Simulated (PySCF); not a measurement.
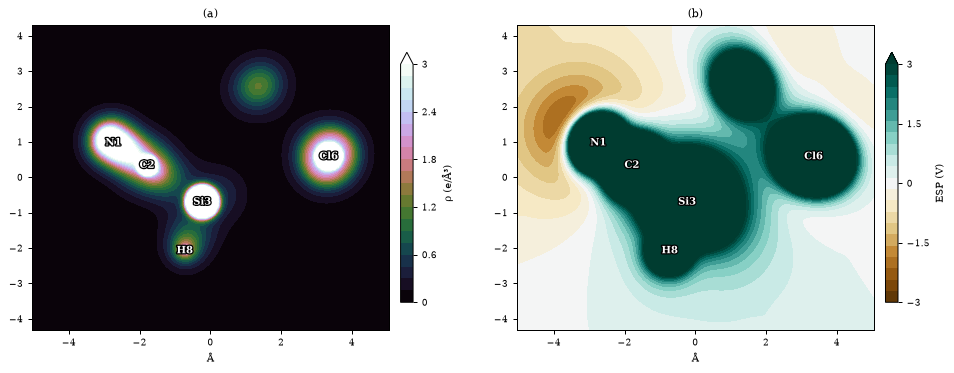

Figure. C₂H₅Cl₂NSi₂ (SMILES N#C[SiH2][SiH2]C(Cl)Cl). (a) electron density; (b) molecular electrostatic potential on the plane of atoms C2, Si3 and H8.

Geometry: GFN2-xTB.

The calculation used PySCF, CAM-B3LYP/def2-SVPD, SCF density, gas phase.

Input file:

```
{"job": {"kind": "uv", "xc": "CAM-B3LYP", "basis": "def2-SVPD", "nstates": 8, "ntriplets": 3}, "charge": 0, "multiplicity": 1}
N      2.921186     1.978207     0.559211
C      2.359072     0.986584     0.444825
Si     1.426488    -0.620915     0.239602
Si    -0.466929    -0.200581    -1.036335
C     -1.917152     0.150795     0.188100
Cl    -2.197791    -1.287794     1.195390
Cl    -1.475217     1.531862     1.224888
H      2.386524    -1.494700    -0.445910
H      1.210979    -1.096741     1.608253
H     -0.943638    -1.333740    -1.837161
H     -0.431041     0.987941    -1.894357
H     -2.871283     0.398397    -0.272533
```

Launched as:

```sh
OMP_NUM_THREADS=1 python probes_run.py task.json out
```

> What do the fields say about this system?

- Atoms in the plane: N, C, Si, Cl and H.
- C–N (1.15 Å): the density is about 3.6 e/Å³ at the midpoint.
- C–Si (1.87 Å): ρ is about 0.89 e/Å³ halfway.
- Si–H (1.47 Å): ρ at the midpoint is about 0.8 e/Å³.
- Outside the dense part of the molecule the potential is most negative (−2.1 V) near N1.
